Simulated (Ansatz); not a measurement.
## Electronic structure of B₁₁ (doublet) in real space

Input file:

```
crystal:
  periodic: [false, false, false]
  atoms:
    - {symbol: B, position_ang: [1.271006, -1.945033, 0.258705]}
    - {symbol: B, position_ang: [-0.152269, 1.776598, -1.460550]}
    - {symbol: B, position_ang: [0.999387, -0.354560, 0.207553]}
    - {symbol: B, position_ang: [0.011688, -1.291912, -1.106039]}
    - {symbol: B, position_ang: [-0.746977, 2.459251, -0.147620]}
    - {symbol: B, position_ang: [0.344799, 0.231985, -1.523027]}
    - {symbol: B, position_ang: [-0.726651, 1.766570, 1.289251]}
    - {symbol: B, position_ang: [-0.076551, 0.917633, -0.012918]}
    - {symbol: B, position_ang: [-0.199544, -2.482835, -0.049276]}
    - {symbol: B, position_ang: [-0.291388, 0.220918, 1.535163]}
    - {symbol: B, position_ang: [-0.433490, -1.298606, 1.008748]}
basis:
  gaussian: {orbitals: def2-TZVP, initial_orbitals: start.molden}
magnetization: {spin_polarized: true, initial_magnetization: 1}
hamiltonian: {xc: pbe0, dispersion: d4}
scf: {omitted_lower_state_checks: [starts]}
output: {orbitals: {seedname: orbitals}}
```

Launched as:

```sh
ansatz run in.yaml --threads 4 --pin off --events-out ev --progress --plain --max-ram 6963MiB
```

Geometry: r2SCAN-D4/def2-SVP; ⟨S²⟩ = 0.81, above the pure value of 0.75.

Level of theory: Ansatz, UKS PBE0-D4/def2-TZVP.

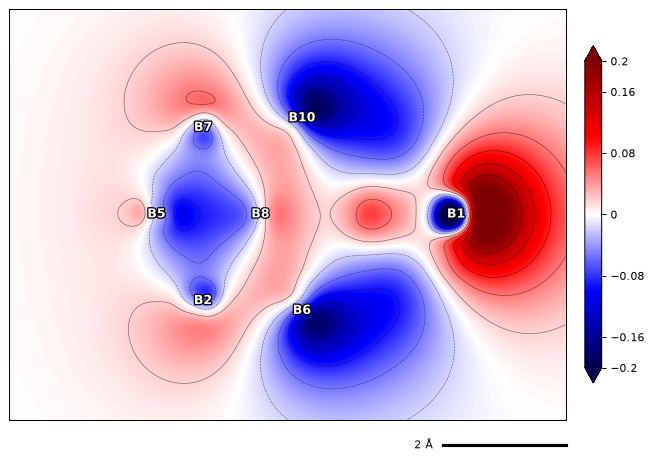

Figure 1. The LUMO (β) on the plane of atoms B5, B7 and B8 (values in Å⁻³ᐟ²; the overall sign is arbitrary).

### What is the character of this orbital?

Its weight (Hirshfeld) is mainly on B1 (about 20 %), B5 (about 20 %), B2 (about 10 %), B7 (about 10 %), B4 (about 5 %) and B11 (about 5 %). Its energy is −4.01 eV.

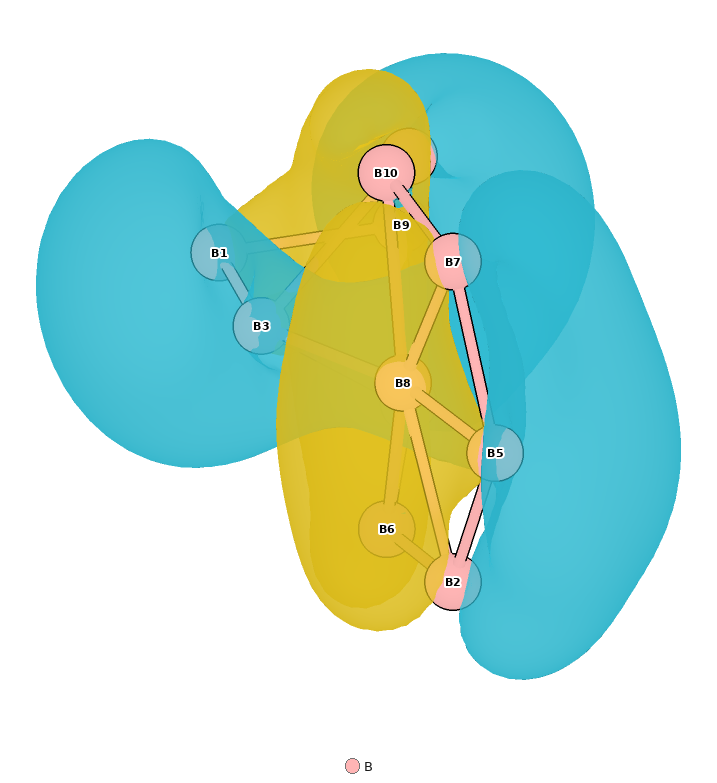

Figure 2. The HOMO−1 (β) at ±0.08 Å⁻³ᐟ² (yellow and cyan are the two phases), seen at an oblique angle.

### Where does this orbital lie, and at what energy?

It lies mainly on B9 (about 15 %), B3 (about 15 %), B5 (about 15 %), B1 (about 15 %), B8 (about 10 %), B2 (about 10 %) and B7 (about 10 %). Its energy is −7.50 eV.
